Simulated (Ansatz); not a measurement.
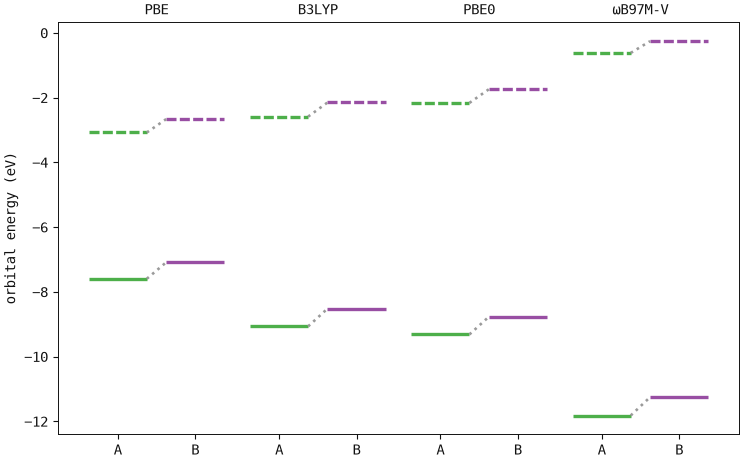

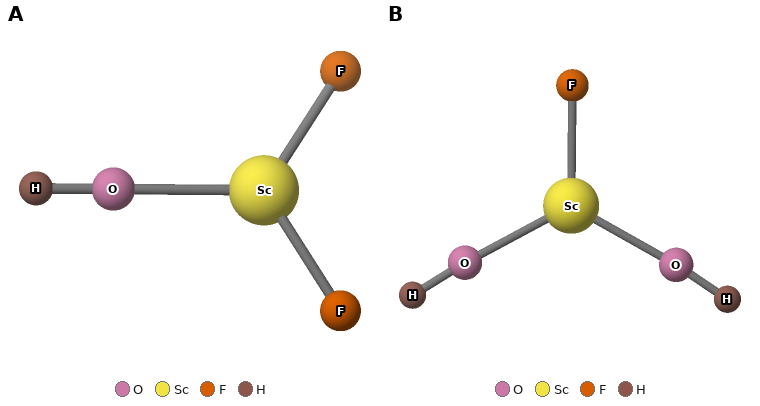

One change: A, ScHOF₂ (SMILES [OH][Sc]([F])[F]), becomes B, ScH₂O₂F (SMILES [OH][Sc]([OH])[F]). F on Sc is replaced by OH. HOMO (solid) and LUMO (dashed) computed in def2-TZVPP at PBE0-D4/def2-TZVP geometries, both minima by their frequencies, gas phase, the Ansatz code 0.2.0.

Q: What does the change do to HOMO and LUMO?

A: PBE: the HOMO rises by 0.51 eV, the LUMO rises by 0.41 eV, and the separation goes from 4.52 to 4.42 eV. B3LYP: the HOMO rises by 0.55 eV, the LUMO rises by 0.44 eV, and the separation goes from 6.48 to 6.37 eV. PBE0: the HOMO rises by 0.54 eV, the LUMO rises by 0.42 eV, and the separation goes from 7.15 to 7.03 eV. ωB97M-V: the HOMO rises by 0.57 eV, the LUMO rises by 0.36 eV, and the separation goes from 11.20 to 11.00 eV.

Q: Do the functionals agree on the effect?

A: They agree on the direction for both levels; the HOMO shift lies between 0.51 and 0.57 eV and the LUMO shift between 0.36 and 0.44 eV, while the separations themselves differ by up to 6.7 eV between functionals.
